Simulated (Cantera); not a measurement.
A closed system holds: 1 mol Fe3O4, 13 mol CO, a varied amount of H2, equilibrated at 2200 K and 0.0100 bar.

Method: chemical equilibrium by Gibbs-energy minimisation in Cantera with the NASA 1993 tables (ideal gas, pure condensed phases). Candidate condensed phases: C, C6H6, C7H8, C8H18, Fe, Fe(CO)5, FeO, Fe(OH)2, Fe(OH)3, Fe2O3, Fe3O4, H2O; 114 gas species. The tables' stoichiometric FeO is somewhat more stable than real wüstite, so its field is too wide. FeO: taken at fixed stoichiometry. Rates play no part.

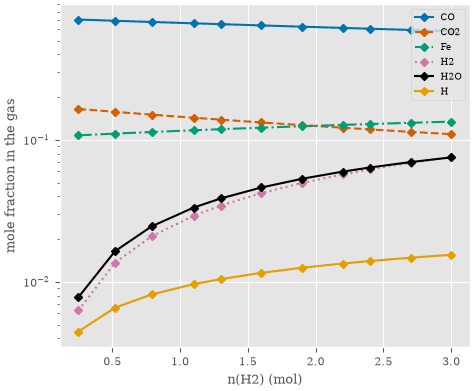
*Equilibrium gas composition (values under 1e-9 drawn at 1e-9)*

From 0.25 mol H2 to 3 mol H2 the condensed part is FeO(l). The main Fe-bearing gas is Fe throughout. The share of Fe in condensed phases is highest at 0.25 mol H2 (44.2 %) and lowest at 3 mol H2 (13.3 %).
